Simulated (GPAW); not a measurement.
Consider PbO (Litharge, P4/nmm).

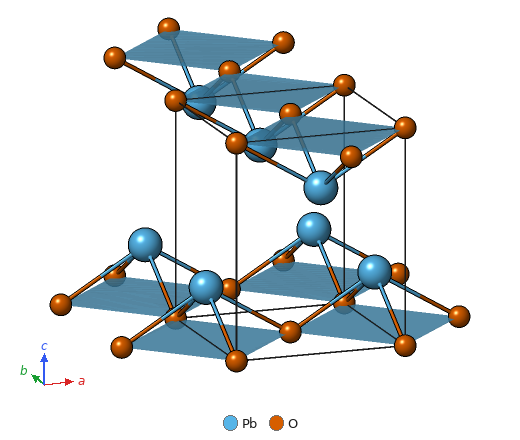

The structure (lead blue, oxygen orange). 1×2×1 cells are drawn. Some periodic images of atoms are drawn too.

```xyz
4
Lattice="3.9900 0.0000 0.0000 0.0000 3.9900 0.0000 0.0000 0.0000 5.0100" Properties=species:S:1:pos:R:3 pbc="T T T"
Pb    1.9950    0.0000    3.8076
Pb    0.0000    1.9950    1.2024
O     1.9950    1.9950    0.0000
O     0.0000    0.0000    0.0000
```

Absorber: atom 3, with 4 Pb at 2.33 Å (tetrahedral, site symmetry -4m2). Method: GPAW, RPBE, full core hole (charged cell), 16-atom cell with 7.5 Å between holes, 4×4×4 k points, dipole transitions, Gaussian full width 0.9 eV up to 4 eV, rising linearly to 3.5 eV at 25 eV, without spin-orbit coupling.

The database entry behind the starting cell differs from later determinations by our own check (an axis about 0.4 % long against later determinations), so it need not match the best structure at ambient conditions.

**Question.** What does the O K edge look like?

Main maxima up to 24 eV above the zero (height): 1.6 eV (2.24), 5.4 eV (2.05) and 15.4 eV (1.37). A K edge sees empty p states on the absorber. The total-energy difference plus the lowest empty eigenvalue puts the zero at 538.10 eV. One term is added: -8.91 eV, since the hole is spin-paired here and a spin-polarised one costs that much less in the free atom (computed apart). The photon energy is then 529.19 eV. The functional and the charged cell's background leave an error of a few eV in such absolute values.

The O K spectrum (energy from the lowest empty level; intensity scaled to a mean of 1 over the first 20 eV; polarised curves are means over the symmetry-equivalent atoms):

```csv
E (eV),isotropic,ε ⊥ c,ε ∥ c
-2.0,0.00,0.00,0.00
-0.5,0.00,0.00,0.00
1.0,1.38,1.08,1.97
2.5,1.29,1.40,1.07
4.0,1.52,1.71,1.15
5.5,2.03,2.02,2.05
7.0,0.53,0.51,0.57
8.5,0.44,0.47,0.37
10.0,0.39,0.47,0.22
11.5,0.87,0.98,0.66
13.0,0.97,0.98,0.95
14.5,1.23,1.28,1.14
16.0,1.30,1.20,1.50
17.5,0.79,0.69,0.98
19.0,0.53,0.50,0.59
20.5,0.67,0.62,0.77
22.0,0.79,0.70,0.97
23.5,0.90,0.77,1.16
25.0,1.00,0.93,1.14
26.5,1.13,1.20,0.97
28.0,1.21,1.34,0.95
29.5,1.14,1.25,0.90
31.0,0.98,1.09,0.76
```

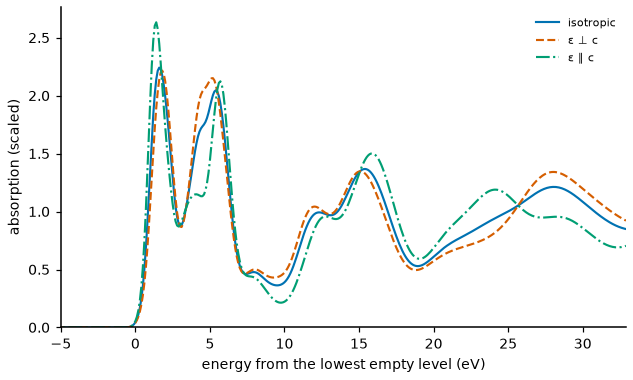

The O K edge.

The mesh is coarse (0.28 Å⁻¹ between points), so small maxima may be mesh ripples. Lifetime broadening is put in by hand, and intensities beyond about 20 eV depend on it and on the partial waves. The structure is a published determination, not relaxed.

[Banner, clock and machine lines of the logs are left out without a mark of their own.]

[Logs are printed without paths, hosts, clocks, repeated set-up lines and the standing remarks that a program may print on its own settings, such as how far it seeks lower states.]

[Hosts, paths, dates, database ids (printed as entryN), source tags and the programs' standing remarks are cut or masked in the printed files.]

[Lists of maxima count a maximum above −3 eV only where it reaches 4 % of the highest in the window and stands out from its surroundings by 2 % of it (1.5 % where it reaches 55 %); shoulders and weaker maxima are passed over, and of the rest the first, up to two pre-edge ones and the few strongest are named.]
